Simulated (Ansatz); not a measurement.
**CH5BClNO (SMILES NB(Cl)CO) at MP2/6-31G(d) (spherical functions)**

What is the vertical singlet–triplet gap of CH5BClNO at MP2/6-31G* (spherical functions)? 

The calculation is run with Ansatz 0.2.0.

141 further runs of the same task are left out: 141 set aside as unsound or not needed.

## Step 1: The system as given

CH5BClNO has 10 atoms, charge 0, and is taken as a singlet. SMILES: `NB(Cl)CO`. The coordinates come from a PBE0-D4/def2-TZVP relaxation. This is a higher conformer, about 10 kJ/mol above the lowest found by a separate search.

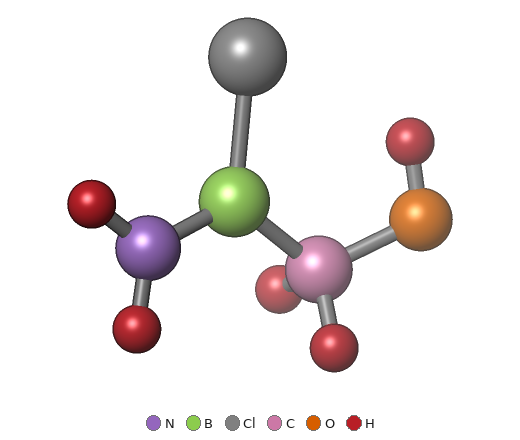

Viewed from a chosen angle; nitrogen purple, boron green, chlorine grey, carbon pink, oxygen orange, hydrogen red.

## Step 2: A single-point energy at MP2/6-31G(d) (spherical functions)

The input, run.yaml:

```yaml
crystal:
  periodic: [false, false, false]
  atoms:
    - {symbol: "N", position_ang: [-1.481300, 0.770100, 0.263800]}
    - {symbol: B, position_ang: [-0.131200, 0.458300, 0.272600]}
    - {symbol: Cl, position_ang: [0.978400, 1.531400, 1.166200]}
    - {symbol: C, position_ang: [0.484800, -0.764800, -0.509200]}
    - {symbol: O, position_ang: [1.724500, -1.243900, -0.030200]}
    - {symbol: H, position_ang: [-1.860400, 1.585400, 0.713900]}
    - {symbol: H, position_ang: [-2.164100, 0.196600, -0.201200]}
    - {symbol: H, position_ang: [-0.217400, -1.606600, -0.495200]}
    - {symbol: H, position_ang: [0.570000, -0.469000, -1.570200]}
    - {symbol: H, position_ang: [2.179800, -0.508700, 0.392200]}
basis:
  gaussian:
    orbitals: 6-31G_st_-spherical.json
correlation:
  method: mp2
  frozen_orbitals: {B: 1, C: 1, Cl: 5, H: 0, "N": 1, O: 1}
accuracy: high
```

The basis set 6-31G* is read from a file made from the Basis Set Exchange's data (not shown).

On the command line:

```bash
$ ansatz run run.yaml --threads 1 --pin off --max-ram 3480MiB --events-out events.jsonl --progress --plain --runs-dir runs
```

Output:

```text
Warning: RAYON_NUM_THREADS=1 ignored (pool sized by the plan → 1); use --threads N
Functional definition: HF
  name "HF"
  exchange = exact_x
  correlation = 0
1985 factors; integrals over basis functions are off by at most 4.5e-9 eV
mean field evaluation 1: about -17802.0332 eV, gradient 3.7e1 eV
mean field evaluation 2: about -17802.1221 eV, gradient 3.7e1 eV
mean field evaluation 4: about -17805.2270 eV, gradient 3.5e0 eV
mean field evaluation 8: about -17805.2682 eV, gradient 2.1e-1 eV
mean field evaluation 16: about -17805.2684 eV, gradient 1.3e-8 eV
mean field -17805.26837851 eV, -654.3315440657 hartree, gradient 1.3e-8 eV, S^2 0.000000; 0 other end points of the search recorded, 0 dependent functions left out
9 core orbitals not correlated: weight in the atoms' cores, before any rotation towards them, 1.000 or more for the frozen orbitals, at most 0.000 for the correlated occupied ones
reference -17805.26837851 eV, -654.3315440657 hartree; 15, 15 occupied and 60, 60 virtual orbitals, 1985 factors
second order -18.23121889 eV of doubles, -0.00000000 eV of singles
Total energy: -17823.49959740 eV, -655.0015290025 hartree
```

It took 2.5 s on 1 thread of Arm Neoverse V2, shared host; peak memory 0.23 GiB.

## Step 3: The triplet at the same level

The input, input.yaml:

```yaml
crystal:
  periodic: [false, false, false]
  atoms:
    - symbol: N
      position_ang: [-1.481300, 0.770100, 0.263800]
    - symbol: B
      position_ang: [-0.131200, 0.458300, 0.272600]
    - symbol: Cl
      position_ang: [0.978400, 1.531400, 1.166200]
    - symbol: C
      position_ang: [0.484800, -0.764800, -0.509200]
    - symbol: O
      position_ang: [1.724500, -1.243900, -0.030200]
    - symbol: H
      position_ang: [-1.860400, 1.585400, 0.713900]
    - symbol: H
      position_ang: [-2.164100, 0.196600, -0.201200]
    - symbol: H
      position_ang: [-0.217400, -1.606600, -0.495200]
    - symbol: H
      position_ang: [0.570000, -0.469000, -1.570200]
    - symbol: H
      position_ang: [2.179800, -0.508700, 0.392200]
basis:
  gaussian:
    orbitals: 6-31G_st_-spherical.json
magnetization:
  spin_polarized: true
  initial_magnetization: 2
correlation:
  method: mp2
  frozen_orbitals: {B: 1, C: 1, Cl: 5, H: 0, "N": 1, O: 1}
accuracy: high
```

The basis set 6-31G* is read from a file made from the Basis Set Exchange's data (not shown).

On the command line:

```bash
$ ansatz run input.yaml --threads 1 --pin off --max-ram 3480MiB --events-out events.jsonl --progress --plain --runs-dir runs
```

Output:

```text
Warning: RAYON_NUM_THREADS=1 ignored (pool sized by the plan → 1); use --threads N
Functional definition: HF
  name "HF"
  exchange = exact_x
  correlation = 0
1986 factors; integrals over basis functions are off by at most 4.5e-9 eV
mean field evaluation 1: about -17794.1145 eV, gradient 2.4e1 eV
mean field evaluation 2: about -17794.2337 eV, gradient 2.4e1 eV
mean field evaluation 4: about -17797.5336 eV, gradient 3.6e0 eV
mean field evaluation 8: about -17797.8499 eV, gradient 9.5e-1 eV
mean field evaluation 16: about -17798.0834 eV, gradient 3.3e-2 eV
mean field evaluation 32: about -17787.4347 eV, gradient 3.2e1 eV
mean field evaluation 64: about -17793.4459 eV, gradient 4.8e0 eV
mean field evaluation 96: about -17798.0764 eV, gradient 4.7e-1 eV
mean field evaluation 128: about -17797.6788 eV, gradient 3.2e0 eV
mean field evaluation 160: about -17797.8168 eV, gradient 3.5e-1 eV
mean field evaluation 192: about -17797.8246 eV, gradient 2.8e-1 eV
mean field evaluation 224: about -17797.8146 eV, gradient 2.3e-1 eV
mean field -17799.05976214 eV, -654.1033816227 hartree, gradient 2.1e-8 eV, S^2 2.022251; 11 other end points of the search recorded, 0 dependent functions left out
9 core orbitals not correlated: weight in the atoms' cores, before any rotation towards them, 1.000 or more for the frozen orbitals, at most 0.000 for the correlated occupied ones
reference -17799.05976214 eV, -654.1033816227 hartree; 16, 14 occupied and 59, 61 virtual orbitals, 1986 factors
second order -17.28000588 eV of doubles, -0.00000000 eV of singles
Total energy: -17816.33976802 eV, -654.7384101260 hartree
```

Run time: 29 s. Hardware: 1 thread of Arm Neoverse V2, shared host; peak memory 0.44 GiB.

## Step 4: What came out

At MP2/6-31G* (spherical functions), 9 core orbitals frozen:

| quantity | value |
| --- | --- |
| singlet: total energy | -655.00153 Eh |
| singlet: correlation energy (9 core orbitals frozen) | -670.0 mEh |
| triplet: total energy | -654.73841 Eh |
| triplet: correlation energy (9 core orbitals frozen) | -635.0 mEh |
| triplet: ⟨S²⟩ of the reference determinant | 2.022 |
| vertical energy of the triplet above the singlet | 7.160 eV |

At this shape the triplet lies 7.16 eV (165 kcal/mol) above the singlet.
